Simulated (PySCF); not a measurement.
**Geometry relaxation, with input and output: C₅H₁₃PSi₂**

- system: C₅H₁₃PSi₂
- method: PBE0-D3(BJ)/def2-SVP geometry optimisation, gas phase (PySCF 2.14.0)

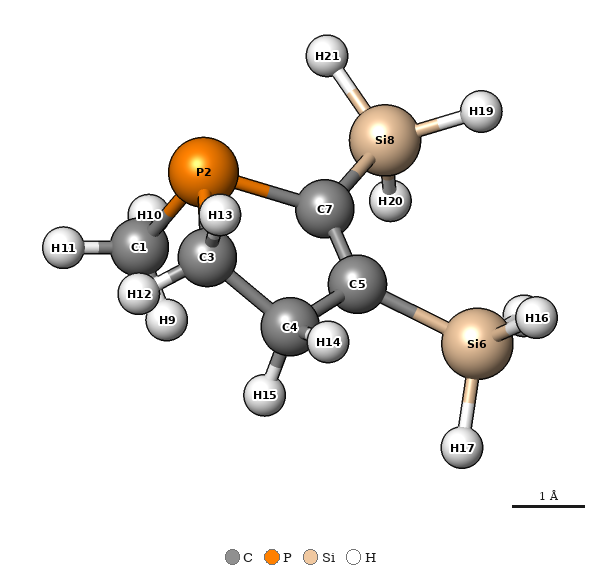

**Figure 1.** The starting structure (ball-and-stick view, seen at a tilt; atoms are numbered from 1 in the order of the input).

### Input
```
{"job": {"xc": "PBE0", "basis": "def2-SVP", "d3": "d3bj", "grid": 1, "kind": "geom"}, "charge": 0, "multiplicity": 1}
C      1.923164     1.371150     0.962891
P      1.220824     1.258706    -0.756010
C      1.757144    -0.473084    -1.203948
C      0.761202    -1.454100    -0.580746
C     -0.502904    -0.712818    -0.228696
Si    -1.999254    -1.765868     0.215578
C     -0.432654     0.622588    -0.256008
Si    -1.764542     1.875595     0.184113
H      1.732960     0.461798     1.530163
H      1.458577     2.216396     1.467526
H      2.995641     1.548293     0.897513
H      2.786254    -0.655185    -0.890197
H      1.725725    -0.541854    -2.294946
H      0.545541    -2.281582    -1.261107
H      1.166105    -1.895769     0.335763
H     -2.542133    -2.344072    -1.018140
H     -1.538653    -2.856882     1.082835
H     -3.015382    -0.974618     0.904785
H     -3.003815     1.577087    -0.536389
H     -2.007094     1.835539     1.631870
H     -1.275625     3.205621    -0.187322
```

The first line tells a small driver script what to run in PySCF; the rest is the geometry in Å.

Run on 1 CPU thread, shared host.

Launch command:
```bash
OMP_NUM_THREADS=1 python <driver script> task.json out
```

### Log
```
step   0  E = -1117.64268982  max force = 0.017734
step   1  E = -1117.64638209  max force = 0.002185
step   2  E = -1117.64647892  max force = 0.000758
step   3  E = -1117.64651270  max force = 0.000640
step   4  E = -1117.64654061  max force = 0.000671
step   5  E = -1117.64660056  max force = 0.000893
step   6  E = -1117.64667673  max force = 0.001257
step   7  E = -1117.64678380  max force = 0.001517
step   8  E = -1117.64683122  max force = 0.001029
step   9  E = -1117.64686557  max force = 0.000384
step  10  E = -1117.64687988  max force = 0.000296
optimisation converged
```

### Trajectory as extended XYZ (Å, eV, eV/Å), 11 frames, from step=0 to step=10
```
21
Properties=species:S:1:pos:R:3:forces:R:3 step=0 energy=-30412.60666
C     1.9232    1.3712    0.9629   -0.1016   0.0203  -0.4900
P     1.2208    1.2587   -0.7560    0.2324  -0.1352   0.0623
C     1.7571   -0.4731   -1.2040   -0.3089   0.1170   0.0182
C     0.7612   -1.4541   -0.5807    0.1291   0.4002  -0.0992
C    -0.5029   -0.7128   -0.2287   -0.2234  -0.7526   0.0273
Si   -1.9992   -1.7659    0.2156    0.5707   0.4053  -0.1571
C    -0.4326    0.6226   -0.2560   -0.1917   0.9119  -0.0505
Si   -1.7645    1.8756    0.1841    0.4538  -0.5817  -0.0838
H     1.7330    0.4618    1.5302   -0.0647  -0.3116   0.2574
H     1.4586    2.2164    1.4675   -0.1114   0.3192   0.2659
H     2.9956    1.5483    0.8975    0.3933   0.1215   0.0412
H     2.7862   -0.6552   -0.8902    0.3152  -0.0400   0.0390
H     1.7257   -0.5419   -2.2950    0.0441  -0.0199  -0.2620
H     0.5455   -2.2816   -1.2611    0.0035  -0.3605  -0.1594
H     1.1661   -1.8958    0.3358    0.0956  -0.2497   0.2684
H    -2.5421   -2.3441   -1.0181   -0.2843  -0.2558  -0.4260
H    -1.5387   -2.8569    1.0828    0.1035  -0.4170   0.3299
H    -3.0154   -0.9746    0.9048   -0.4697   0.3164   0.2689
H    -3.0038    1.5771   -0.5364   -0.5420  -0.0505  -0.2449
H    -2.0071    1.8355    1.6319   -0.1752   0.0500   0.5148
H    -1.2756    3.2056   -0.1873    0.1315   0.5128  -0.1205
21
Properties=species:S:1:pos:R:3:forces:R:3 step=1 energy=-30412.70714
C     1.9486    1.5536    0.9762   -0.0212  -0.0280   0.0465
P     1.2116    1.4294   -0.7258   -0.0016   0.0300  -0.0289
C     1.7201   -0.2962   -1.2210    0.0693   0.0118   0.0137
C     0.7408   -1.2829   -0.5836    0.0017  -0.1123  -0.0161
C    -0.5380   -0.5490   -0.2420   -0.0070   0.0695  -0.0189
Si   -2.0591   -1.5667    0.1895   -0.0444  -0.0830   0.0104
C    -0.4637    0.8043   -0.2421   -0.0265  -0.0943   0.0489
Si   -1.8284    2.0099    0.2194   -0.0222   0.1039  -0.0009
H     1.7829    0.6416    1.5722    0.0193   0.0369  -0.0042
H     1.4904    2.4057    1.5041    0.0181  -0.0263  -0.0245
H     3.0295    1.7516    0.8986   -0.0293   0.0007  -0.0118
H     2.7705   -0.4892   -0.9490   -0.0405   0.0086  -0.0182
H     1.6596   -0.3449   -2.3202   -0.0155   0.0142   0.0214
H     0.5468   -2.1450   -1.2480    0.0139   0.0349   0.0353
H     1.1468   -1.7232    0.3481   -0.0137   0.0258  -0.0282
H    -2.6474   -2.1799   -1.0442    0.0206   0.0194   0.0175
H    -1.6469   -2.6844    1.0978   -0.0137   0.0300  -0.0077
H    -3.1061   -0.7454    0.8680    0.0442   0.0247  -0.0166
H    -3.1041    1.7320   -0.5120    0.0421  -0.0192  -0.0037
H    -2.1191    1.9751    1.6888    0.0211  -0.0270  -0.0293
H    -1.3683    3.3889   -0.1306   -0.0148  -0.0201   0.0153
21
Properties=species:S:1:pos:R:3:forces:R:3 step=2 energy=-30412.70977
C     1.9479    1.5552    0.9761   -0.0107  -0.0096   0.0081
P     1.2095    1.4291   -0.7252   -0.0025  -0.0103  -0.0064
C     1.7220   -0.2949   -1.2208    0.0139  -0.0033   0.0097
C     0.7449   -1.2867   -0.5848   -0.0044  -0.0274  -0.0130
C    -0.5364   -0.5553   -0.2429    0.0339   0.0254  -0.0209
Si   -2.0644   -1.5617    0.1905   -0.0029  -0.0335   0.0025
C    -0.4620    0.7972   -0.2403   -0.0331  -0.0123   0.0301
Si   -1.8279    2.0022    0.2197   -0.0125   0.0390   0.0010
H     1.7906    0.6451    1.5753    0.0047   0.0026   0.0002
H     1.4880    2.4057    1.5027    0.0020   0.0036  -0.0016
H     3.0263    1.7594    0.8932    0.0012   0.0046  -0.0042
H     2.7724   -0.4847   -0.9518   -0.0009  -0.0052  -0.0060
H     1.6586   -0.3407   -2.3193   -0.0100   0.0044  -0.0019
H     0.5543   -2.1481   -1.2487    0.0061   0.0037   0.0018
H     1.1517   -1.7250    0.3460   -0.0004   0.0111   0.0042
H    -2.6553   -2.1726   -1.0410    0.0037   0.0001   0.0009
H    -1.6682   -2.6747    1.1088   -0.0075   0.0046   0.0047
H    -3.0960   -0.7156    0.8593    0.0107   0.0120  -0.0038
H    -3.0941    1.7174   -0.5218    0.0066   0.0008  -0.0114
H    -2.1220    1.9496    1.6861    0.0016  -0.0079  -0.0001
H    -1.3733    3.3846   -0.1173    0.0005  -0.0026   0.0064
21
Properties=species:S:1:pos:R:3:forces:R:3 step=3 energy=-30412.71069
C     1.9476    1.5546    0.9771    0.0000   0.0032  -0.0129
P     1.2071    1.4269   -0.7232    0.0074   0.0062  -0.0032
C     1.7212   -0.2957   -1.2215   -0.0079   0.0034   0.0025
C     0.7458   -1.2889   -0.5854   -0.0054   0.0329  -0.0033
C    -0.5356   -0.5567   -0.2436    0.0037  -0.0237   0.0004
Si   -2.0626   -1.5647    0.1920    0.0058   0.0202  -0.0014
C    -0.4646    0.7959   -0.2374    0.0059  -0.0138   0.0047
Si   -1.8301    2.0049    0.2189    0.0058  -0.0214   0.0028
H     1.7956    0.6456    1.5787   -0.0027  -0.0102   0.0024
H     1.4878    2.4052    1.5029   -0.0048   0.0088   0.0052
H     3.0248    1.7622    0.8895    0.0085   0.0026   0.0018
H     2.7722   -0.4855   -0.9565    0.0123  -0.0042  -0.0019
H     1.6534   -0.3392   -2.3198   -0.0039   0.0031  -0.0063
H     0.5565   -2.1503   -1.2487   -0.0031  -0.0099  -0.0069
H     1.1533   -1.7248    0.3458    0.0011   0.0023   0.0137
H    -2.6519   -2.1796   -1.0375   -0.0029  -0.0096  -0.0037
H    -1.6729   -2.6711    1.1198   -0.0001  -0.0043   0.0065
H    -3.0882   -0.7057    0.8522   -0.0143   0.0015   0.0014
H    -3.0871    1.7267   -0.5397   -0.0062   0.0085  -0.0089
H    -2.1363    1.9373    1.6817   -0.0085   0.0011   0.0052
H    -1.3694    3.3885   -0.1014    0.0093   0.0035   0.0018
21
Properties=species:S:1:pos:R:3:forces:R:3 step=4 energy=-30412.71145
C     1.9485    1.5560    0.9768    0.0047   0.0077  -0.0126
P     1.2051    1.4263   -0.7220   -0.0005   0.0043  -0.0033
C     1.7212   -0.2946   -1.2230   -0.0169  -0.0023   0.0016
C     0.7485   -1.2899   -0.5853   -0.0053   0.0215  -0.0047
C    -0.5350   -0.5613   -0.2437    0.0068  -0.0235   0.0098
Si   -2.0651   -1.5648    0.1936    0.0182   0.0292  -0.0054
C    -0.4650    0.7911   -0.2350    0.0031   0.0196  -0.0013
Si   -1.8306    2.0016    0.2191    0.0106  -0.0345   0.0045
H     1.8020    0.6466    1.5792   -0.0037  -0.0075   0.0011
H     1.4872    2.4056    1.5033   -0.0046   0.0028   0.0042
H     3.0248    1.7683    0.8860    0.0039  -0.0009   0.0040
H     2.7735   -0.4834   -0.9625    0.0077  -0.0054  -0.0012
H     1.6486   -0.3363   -2.3213   -0.0007   0.0006  -0.0024
H     0.5614   -2.1523   -1.2478    0.0007  -0.0122  -0.0031
H     1.1575   -1.7225    0.3469    0.0012  -0.0017   0.0080
H    -2.6513   -2.1885   -1.0330   -0.0027  -0.0092  -0.0016
H    -1.6841   -2.6640    1.1337    0.0018  -0.0046   0.0050
H    -3.0894   -0.6947    0.8418   -0.0136  -0.0058  -0.0026
H    -3.0792    1.7365   -0.5582   -0.0071   0.0114  -0.0034
H    -2.1526    1.9201    1.6778   -0.0124   0.0041   0.0014
H    -1.3591    3.3857   -0.0823    0.0089   0.0063   0.0021
21
Properties=species:S:1:pos:R:3:forces:R:3 step=5 energy=-30412.71308
C     1.9499    1.5591    0.9735    0.0127   0.0127  -0.0043
P     1.1994    1.4255   -0.7213   -0.0078  -0.0027  -0.0058
C     1.7176   -0.2933   -1.2272   -0.0155  -0.0081  -0.0019
C     0.7530   -1.2917   -0.5823   -0.0002   0.0072  -0.0156
C    -0.5336   -0.5690   -0.2428   -0.0129  -0.0160   0.0397
Si   -2.0663   -1.5680    0.1961    0.0166   0.0315  -0.0051
C    -0.4673    0.7834   -0.2291    0.0091   0.0459  -0.0202
Si   -1.8311    1.9980    0.2214    0.0162  -0.0361   0.0043
H     1.8139    0.6485    1.5769   -0.0044   0.0005  -0.0021
H     1.4854    2.4061    1.5019   -0.0029  -0.0073   0.0019
H     3.0242    1.7799    0.8766   -0.0039  -0.0060   0.0065
H     2.7733   -0.4807   -0.9786   -0.0007  -0.0009  -0.0010
H     1.6323   -0.3326   -2.3248    0.0048  -0.0045   0.0031
H     0.5707   -2.1591   -1.2400    0.0056  -0.0086   0.0066
H     1.1659   -1.7148    0.3530    0.0008  -0.0051  -0.0043
H    -2.6351   -2.2234   -1.0225    0.0019  -0.0055   0.0009
H    -1.7018   -2.6430    1.1703    0.0050  -0.0018   0.0013
H    -3.0997   -0.6800    0.8059   -0.0099  -0.0135  -0.0093
H    -3.0572    1.7782   -0.6049   -0.0049   0.0086   0.0052
H    -2.2003    1.8807    1.6664   -0.0134   0.0034  -0.0051
H    -1.3264    3.3817   -0.0246    0.0038   0.0062   0.0050
21
Properties=species:S:1:pos:R:3:forces:R:3 step=6 energy=-30412.71515
C     1.9518    1.5628    0.9657    0.0154   0.0112   0.0056
P     1.1916    1.4244   -0.7239   -0.0122  -0.0067  -0.0060
C     1.7105   -0.2928   -1.2343   -0.0111  -0.0094  -0.0051
C     0.7579   -1.2931   -0.5756    0.0037  -0.0084  -0.0242
C    -0.5325   -0.5766   -0.2392   -0.0308   0.0027   0.0646
Si   -2.0661   -1.5728    0.1985    0.0024   0.0137  -0.0018
C    -0.4706    0.7762   -0.2224    0.0201   0.0499  -0.0412
Si   -1.8302    1.9959    0.2270    0.0176  -0.0172   0.0049
H     1.8268    0.6509    1.5698   -0.0039   0.0062  -0.0034
H     1.4835    2.4061    1.4971   -0.0009  -0.0131  -0.0014
H     3.0238    1.7925    0.8629   -0.0085  -0.0085   0.0052
H     2.7707   -0.4784   -1.0032   -0.0080   0.0057   0.0022
H     1.6068   -0.3321   -2.3305    0.0086  -0.0076   0.0062
H     0.5819   -2.1696   -1.2230    0.0052  -0.0016   0.0126
H     1.1771   -1.7005    0.3641    0.0013  -0.0073  -0.0127
H    -2.5961   -2.2844   -1.0064    0.0090  -0.0009   0.0012
H    -1.7241   -2.6044    1.2271    0.0051   0.0033  -0.0012
H    -3.1244   -0.6687    0.7392   -0.0012  -0.0154  -0.0122
H    -3.0202    1.8510   -0.6666    0.0008   0.0019   0.0077
H    -2.2724    1.8235    1.6457   -0.0082  -0.0010  -0.0083
H    -1.2789    3.3757    0.0718   -0.0043   0.0025   0.0071
21
Properties=species:S:1:pos:R:3:forces:R:3 step=7 energy=-30412.71807
C     1.9553    1.5664    0.9504    0.0125   0.0040   0.0157
P     1.1799    1.4229   -0.7316   -0.0127  -0.0085  -0.0020
C     1.6956   -0.2939   -1.2470   -0.0039  -0.0099  -0.0118
C     0.7622   -1.2935   -0.5621    0.0144  -0.0154  -0.0252
C    -0.5327   -0.5839   -0.2300   -0.0444   0.0294   0.0780
Si   -2.0646   -1.5819    0.2027   -0.0256  -0.0133   0.0031
C    -0.4760    0.7694   -0.2138    0.0248   0.0336  -0.0606
Si   -1.8257    1.9984    0.2371    0.0152   0.0057   0.0123
H     1.8439    0.6527    1.5545   -0.0021   0.0098  -0.0036
H     1.4825    2.4043    1.4865    0.0028  -0.0138  -0.0047
H     3.0243    1.8061    0.8398   -0.0095  -0.0078   0.0008
H     2.7622   -0.4769   -1.0450   -0.0114   0.0133   0.0092
H     1.5613   -0.3362   -2.3399    0.0121  -0.0108   0.0071
H     0.5950   -2.1868   -1.1886   -0.0008   0.0090   0.0108
H     1.1930   -1.6733    0.3841    0.0040  -0.0100  -0.0180
H    -2.5087   -2.3990   -0.9700    0.0192   0.0041   0.0015
H    -1.7646   -2.5245    1.3263    0.0022   0.0109  -0.0024
H    -3.1730   -0.6660    0.6059    0.0063  -0.0163  -0.0078
H    -2.9403    1.9918   -0.7602    0.0099  -0.0066   0.0057
H    -2.3963    1.7308    1.5933    0.0015  -0.0082  -0.0097
H    -1.2063    3.3587    0.2516   -0.0143   0.0009   0.0016
21
Properties=species:S:1:pos:R:3:forces:R:3 step=8 energy=-30412.71936
C     1.9588    1.5655    0.9386    0.0022  -0.0053   0.0169
P     1.1731    1.4234   -0.7390   -0.0058  -0.0037  -0.0005
C     1.6825   -0.2944   -1.2562    0.0012  -0.0055  -0.0150
C     0.7619   -1.2902   -0.5507    0.0167  -0.0163  -0.0124
C    -0.5351   -0.5829   -0.2193   -0.0354   0.0390   0.0529
Si   -2.0620   -1.5901    0.2079   -0.0319  -0.0271   0.0069
C    -0.4802    0.7708   -0.2110    0.0223   0.0071  -0.0472
Si   -1.8217    2.0059    0.2419    0.0059   0.0204   0.0146
H     1.8519    0.6501    1.5409   -0.0001   0.0088  -0.0021
H     1.4858    2.4002    1.4791    0.0052  -0.0076  -0.0048
H     3.0267    1.8072    0.8241   -0.0066  -0.0039  -0.0041
H     2.7528   -0.4759   -1.0733   -0.0094   0.0145   0.0134
H     1.5281   -0.3413   -2.3464    0.0112  -0.0108   0.0052
H     0.5979   -2.1953   -1.1608   -0.0073   0.0138   0.0033
H     1.2026   -1.6511    0.3984    0.0046  -0.0106  -0.0157
H    -2.4218   -2.4922   -0.9309    0.0167   0.0083   0.0005
H    -1.7960   -2.4533    1.4019    0.0002   0.0127  -0.0017
H    -3.2149   -0.6863    0.4945    0.0074  -0.0088  -0.0024
H    -2.8705    2.1021   -0.8198    0.0085  -0.0108  -0.0008
H    -2.4860    1.6709    1.5386    0.0076  -0.0121  -0.0056
H    -1.1672    3.3427    0.3853   -0.0133  -0.0023  -0.0012
21
Properties=species:S:1:pos:R:3:forces:R:3 step=9 energy=-30412.72029
C     1.9604    1.5612    0.9362   -0.0068  -0.0094   0.0085
P     1.1753    1.4254   -0.7427   -0.0016  -0.0047  -0.0050
C     1.6792   -0.2948   -1.2576    0.0044   0.0012  -0.0119
C     0.7570   -1.2863   -0.5486    0.0075  -0.0088   0.0070
C    -0.5379   -0.5746   -0.2137   -0.0129   0.0185   0.0082
Si   -2.0602   -1.5911    0.2116   -0.0095  -0.0180   0.0078
C    -0.4800    0.7789   -0.2153    0.0198  -0.0084  -0.0092
Si   -1.8200    2.0127    0.2407   -0.0130   0.0197   0.0078
H     1.8466    0.6457    1.5368    0.0008   0.0033  -0.0001
H     1.4917    2.3974    1.4777    0.0044   0.0019  -0.0022
H     3.0299    1.7957    0.8232   -0.0008   0.0008  -0.0047
H     2.7489   -0.4766   -1.0723   -0.0034   0.0078   0.0109
H     1.5264   -0.3454   -2.3476    0.0071  -0.0057   0.0013
H     0.5877   -2.1917   -1.1564   -0.0086   0.0105  -0.0059
H     1.2004   -1.6485    0.3986    0.0013  -0.0083  -0.0067
H    -2.3858   -2.5148   -0.9197    0.0072   0.0036  -0.0012
H    -1.7962   -2.4317    1.4217   -0.0023   0.0071   0.0016
H    -3.2324   -0.7046    0.4687    0.0044   0.0066  -0.0007
H    -2.8603    2.1183   -0.8281    0.0028  -0.0045  -0.0041
H    -2.4945    1.6614    1.5274    0.0055  -0.0095  -0.0003
H    -1.1694    3.3489    0.4034   -0.0062  -0.0037  -0.0010
21
Properties=species:S:1:pos:R:3:forces:R:3 step=10 energy=-30412.72068
C     1.9611    1.5586    0.9365   -0.0041  -0.0031  -0.0011
P     1.1794    1.4256   -0.7444   -0.0028  -0.0033  -0.0044
C     1.6816   -0.2961   -1.2562    0.0004   0.0052  -0.0069
C     0.7544   -1.2856   -0.5505   -0.0028   0.0030   0.0152
C    -0.5382   -0.5695   -0.2127    0.0043  -0.0083  -0.0130
Si   -2.0601   -1.5864    0.2143    0.0032  -0.0050   0.0045
C    -0.4778    0.7835   -0.2191    0.0125   0.0028   0.0094
Si   -1.8214    2.0133    0.2388   -0.0136   0.0009   0.0017
H     1.8415    0.6442    1.5374   -0.0002  -0.0013   0.0005
H     1.4962    2.3976    1.4765    0.0020   0.0049  -0.0002
H     3.0319    1.7874    0.8246    0.0029   0.0015  -0.0010
H     2.7497   -0.4783   -1.0635    0.0011   0.0029   0.0075
H     1.5357   -0.3484   -2.3469    0.0059  -0.0029  -0.0012
H     0.5797   -2.1872   -1.1620   -0.0076   0.0052  -0.0092
H     1.1968   -1.6547    0.3943   -0.0001  -0.0066  -0.0012
H    -2.3794   -2.5116   -0.9171   -0.0010  -0.0025   0.0004
H    -1.7950   -2.4227    1.4268   -0.0037   0.0013   0.0029
H    -3.2337   -0.7014    0.4686   -0.0001   0.0053  -0.0022
H    -2.8671    2.1058   -0.8259    0.0001   0.0006  -0.0021
H    -2.4862    1.6562    1.5290    0.0024   0.0002   0.0011
H    -1.1825    3.3553    0.3955    0.0013  -0.0005  -0.0007
```

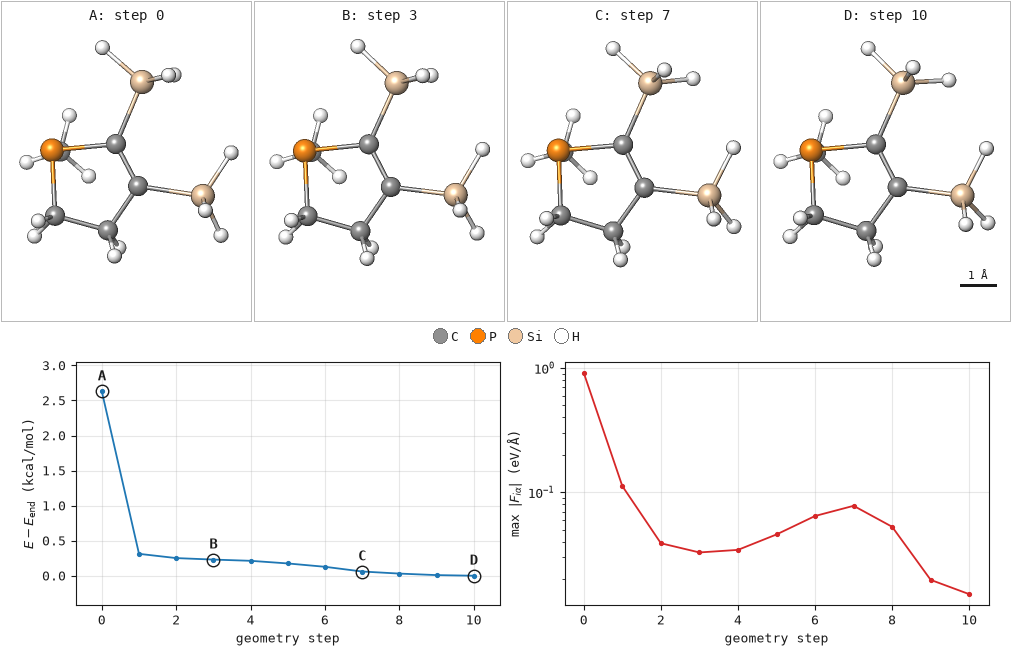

**Figure 2.** Frames of the relaxation (ball-and-stick view, seen at a tilt) above the curves, on which the letters mark them (steps are counted from 0).

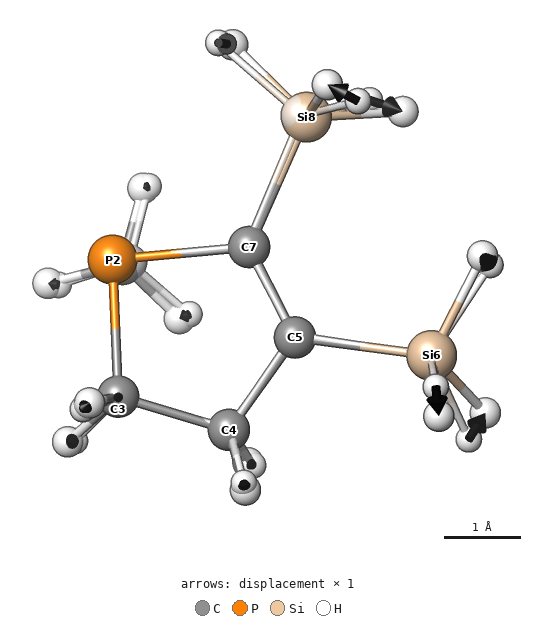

**Figure 3.** Start (faint) and end (solid) with the displacements as black arrows, at true length (ball-and-stick view, seen at a tilt). The two geometries are laid on each other by the best rigid fit. Over 10 geometry steps the energy falls by 2.63 kcal/mol. Largest force component: 0.91 eV/Å at the start, 0.015 eV/Å at the end. The largest move after the best rigid fit is that of H21, 0.60 Å. Largest moves by element: H 0.60 Å, C 0.10 Å, Si 0.07 Å, P 0.01 Å. Among the contacts that change: Si6–H18 1.461 → 1.492 Å, Si8–H19 1.464 → 1.495 Å, Si6–H16 1.467 → 1.496 Å, Si8–H20 1.468 → 1.495 Å. Among the angles that change: C7–Si8–H20 109.2° → 111.9°, C4–C5–Si6 116.5° → 119.0°, C1–P2–C7 96.3° → 98.3°. (Atoms are counted from 1 in the order of the input.)

### Key numbers

```tsv
quantity	value
outcome	converged
total energy	−1117.646880 hartree
dipole moment	1.86 D
point group	C1
wall time	6.3 min
peak memory	0.84 GiB
```
